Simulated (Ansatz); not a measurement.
System: a (100) slab cut from WC (P-6m2), ended by C above and W below, 6 atoms in the cell, repeats removed: 1.

```xyz
6
Lattice="2.8471 0.0000 0.0000 0.0000 2.9218 0.0000 0.0000 0.0000 21.7475" Properties=species:S:1:pos:R:3 pbc="T T T"
W     0.0000    1.4609    7.5000
C     1.4235    1.4609    9.1869
W     0.0000    0.0000   10.0303
C     1.4235    0.0000   11.7172
W     0.0000    1.4609   12.5607
C     1.4235    1.4609   14.2475
```

Level of theory: DFT PBE, scalar-relativistic, plane waves, PAW, no spin polarisation, 12×12×1 k mesh, 420 eV cutoff; code Ansatz 0.2.0.

What does the potential across the slab give for the work function?

The work function is 6.85 eV at the right face and 4.74 eV at the left. The vacuum level is 2.11 eV higher at the right than at the left, so the slab carries a dipole along its normal; the ramp in the vacuum, at or near the edge of the plot, is the dipole correction that keeps each side flat. The outermost atoms are 6.7 Å apart, which leaves 15.0 Å of vacuum in a cell 21.7 Å high.

The atoms aren't at rest in this cell (largest force 2.6 eV/Å), so the relaxed material can differ. Spin-orbit coupling is left out, which matters for W.

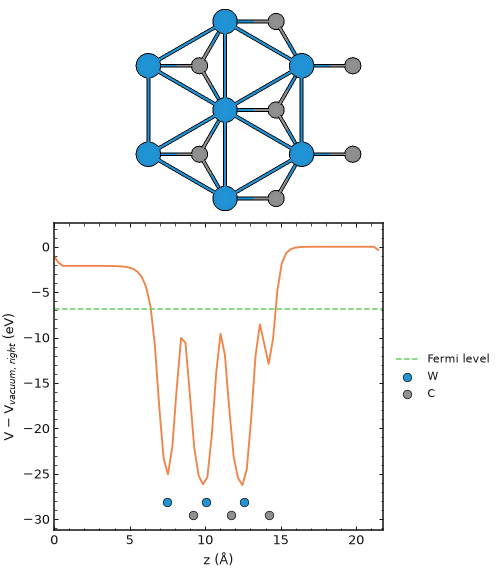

Plane-averaged electrostatic potential energy of an electron across the slab; circles at the bottom mark the heights of the atoms. The structure is drawn too.
